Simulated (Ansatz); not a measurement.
**Frequency calculation of WH$_{6}$ClOF**

The run: frequency calculation of WH$_{6}$ClOF. Method and program: RKS PBE0/def2-SVP (Ansatz 0.2.0).

It belongs to a series of runs on one base structure; here: vibrations at the highest image of the band.

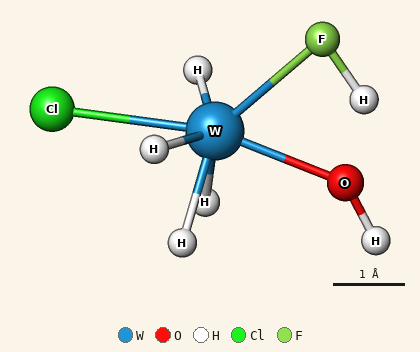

Figure 1. The input geometry (ball-and-stick view, seen at a tilt). Sticks mark near contacts. Bond lengths as drawn: Cl–W 2.36 Å, F–H 1.06 Å, F–W 2.18 Å, H–O 0.96 Å, H–W 1.66 to 1.69 Å and O–W 2.00 Å.

The input:
```yaml
crystal:
  periodic: [false, false, false]
  atoms:
    - { symbol: W, position_ang: [0.251742, 0.299041, 0.08581] }
    - { symbol: O, position_ang: [0.025873, 0.11212, 2.059562] }
    - { symbol: H, position_ang: [-0.58566, -0.344306, 2.643631] }
    - { symbol: H, position_ang: [1.292459, -0.876849, -0.529007] }
    - { symbol: H, position_ang: [-0.508541, 1.682238, -0.50825] }
    - { symbol: H, position_ang: [-1.403068, 0.138187, 0.045756] }
    - { symbol: H, position_ang: [-0.470395, -1.197783, 0.042188] }
    - { symbol: Cl, position_ang: [0.01462, 0.150033, -2.259246] }
    - { symbol: F, position_ang: [1.709661, 1.318777, 1.34192] }
    - { symbol: H, position_ang: [1.101207, 0.87214, 2.091039] }
basis:
  gaussian: { orbitals: def2-SVP }
hamiltonian:
  xc: pbe0
phonons: {}
```

Launched with:
```bash
ansatz run input.yaml --threads 2 --pin off --max-ram 3072MiB --backend cpu --events-out ev --progress --plain --runs-dir out
```

What the program printed:
```
Engine: ansatz 0.2.0, aarch64-unknown-linux-gnu
Functional definition: PBE0
  parameter a = 0.25
  parameter kappa = 0.804
  parameter beta = 0.06672455060314922
  exchange = (1 - a)*pbe_x(kappa = kappa, mu = beta*pi^2/3) + a*exact_x
  correlation = pbe_c(beta = beta)
1138 factors; integrals over basis functions are off by at most 3.8e-4 eV
mean field evaluation 1: about -19188.9165 eV, gradient 4.7e1 eV
mean field evaluation 2: about -19178.2429 eV, gradient 8.8e1 eV
mean field evaluation 4: about -19192.6190 eV, gradient 7.0e0 eV
mean field evaluation 8: about -19192.8003 eV, gradient 7.8e-1 eV
mean field evaluation 16: about -19192.8014 eV, gradient 4.9e-5 eV
mean field -19192.80144497 eV, -705.3224437547 hartree, gradient 5.0e-5 eV, S^2 0.000000; 0 other end points of the search recorded, 0 dependent functions left out
the calculation of the forces begins
reference -19192.80149046 eV, -705.3224454262 hartree; 27, 27 occupied and 81, 81 virtual orbitals, 1138 factors
these checks for a lower state are left out or cut short: stability, starts, cluster_reference, orbital_swaps, neighbouring_geometries, increment
1138 factors; integrals over basis functions are off by at most 3.9e-4 eV
mean field -19192.80127320 eV, -705.3224374421 hartree, gradient 2.0e-6 eV, S^2 0.000000; 0 other end points of the search recorded, 0 dependent functions left out
[... from here on the field's lines of each further geometry are left out, up to the last ...]
the calculation of the forces begins
reference -19192.80150690 eV, -705.3224460305 hartree; 27, 27 occupied and 81, 81 virtual orbitals, 1138 factors
these checks for a lower state are left out or cut short: stability, starts, cluster_reference, orbital_swaps, neighbouring_geometries, increment
1138 factors; integrals over basis functions are off by at most 3.8e-4 eV
mean field -19192.80133927 eV, -705.3224398702 hartree, gradient 2.1e-6 eV, S^2 0.000000; 0 other end points of the search recorded, 0 dependent functions left out
the calculation of the forces begins
reference -19192.80138476 eV, -705.3224415419 hartree; 27, 27 occupied and 81, 81 virtual orbitals, 1138 factors
WARN: phonons: modes at or below zero, which the zero-point energy, F, S and C_V leave out: 1, the lowest at -449.46 cm⁻¹. A minimum has none, and a first-order saddle one
Total energy: -19192.80149046 eV, -705.3224454262 hartree
Atom 0 at     0.251742     0.299041     0.085810 Å, force    -0.013680     0.003644     0.005894 eV/Å
Atom 1 at     0.025873     0.112120     2.059562 Å, force     0.000606     0.003117    -0.034965 eV/Å
Atom 2 at    -0.585660    -0.344306     2.643631 Å, force     0.006122     0.004072     0.008561 eV/Å
Atom 3 at     1.292459    -0.876849    -0.529007 Å, force     0.005066    -0.004744    -0.006574 eV/Å
Atom 4 at    -0.508541     1.682238    -0.508250 Å, force     0.004710     0.007021    -0.001248 eV/Å
Atom 5 at    -1.403068     0.138187     0.045756 Å, force     0.002849    -0.000633     0.004307 eV/Å
Atom 6 at    -0.470395    -1.197783     0.042188 Å, force     0.000852    -0.010386    -0.001301 eV/Å
Atom 7 at     0.014620     0.150033    -2.259246 Å, force    -0.001545    -0.001231     0.003863 eV/Å
Atom 8 at     1.709661     1.318777     1.341920 Å, force     0.000336    -0.002335    -0.002931 eV/Å
Atom 9 at     1.101207     0.872140     2.091039 Å, force    -0.005314     0.001475     0.024393 eV/Å
Dipole moment:    -0.013578    -0.026734     1.027964 e Å
Vibrations: -449.46 81.29 84.26 131.58 265.88 312.00 384.99 428.22 617.99 684.11 696.73 852.32 884.33 950.84 970.08 1012.55 1013.08 1141.24 2012.09 2035.20 2091.64 2158.46 2161.55 3952.12 cm⁻¹, zero-point energy 1.545001 eV
```

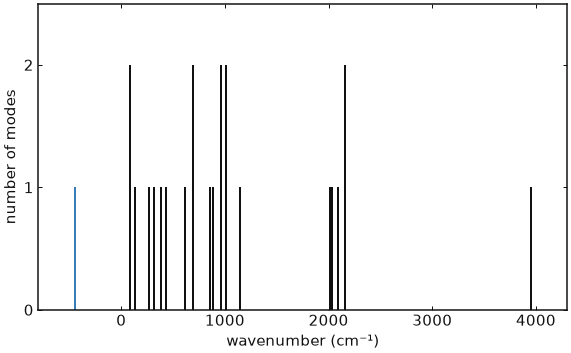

Figure 2. Harmonic vibrational wavenumbers from the force constants; neighbouring modes closer than 20 cm⁻¹ are counted in one stick, and imaginary ones are drawn at negative wavenumbers. 24 modes from 449i to 3952 cm⁻¹, 1 imaginary beyond 8i (449i cm⁻¹): a first-order saddle point, if the geometry is stationary.

Key numbers:

```tsv
quantity	value
outcome	converged
total energy	−19192.8015 eV
mean-field energy	−19192.8015 eV
largest force (length of the vector)	0.035 eV/Å
hardware	2 threads of Arm Neoverse V2, 24 GiB of memory available, shared host
wall time	2 min (CPU time 3.8 min)
peak memory	0.24 GiB
```
